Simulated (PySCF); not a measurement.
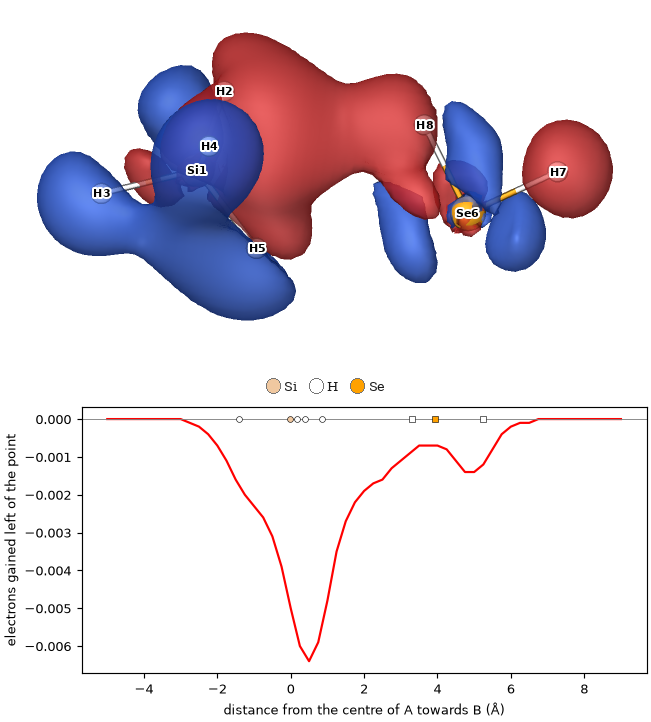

Figure 1: H₆SeSi, SMILES `[SiH4].[SeH2]`. Density of the complex less the densities of the two fragments at the same geometry, ±0.0003 e/Å³ (red: gain, blue: loss). Fragment A: SiH4 (atoms 1–5); fragment B: H2Se. Below: the charge-displacement curve along the line of centres (A on the left).

Level of theory: PBE/def2-SVP (PySCF), at a geometry from GFN2-xTB. GFN2-xTB bond lengths at metals and heavier atoms can be off by up to 0.1 Å and shapes distorted, which carries into these values.

> Which way does charge flow?

Hirshfeld charges show almost no net transfer (under 0.005 e). 0.01 e is displaced in all, which induces a dipole of 0.11 D.

> What is the interaction energy, and which contacts carry it?

The counterpoise-corrected interaction energy of the frozen fragments is 0.0 kcal/mol without dispersion correction and −1.0 kcal/mol with D3(BJ). The pair geometry is semi-empirical, not a minimum at this level. Contacts: H5···Se6, 3.14 Å, ρ = 0.005 a.u. The pose is a local one from a semi-empirical search, not shown to be the most stable.
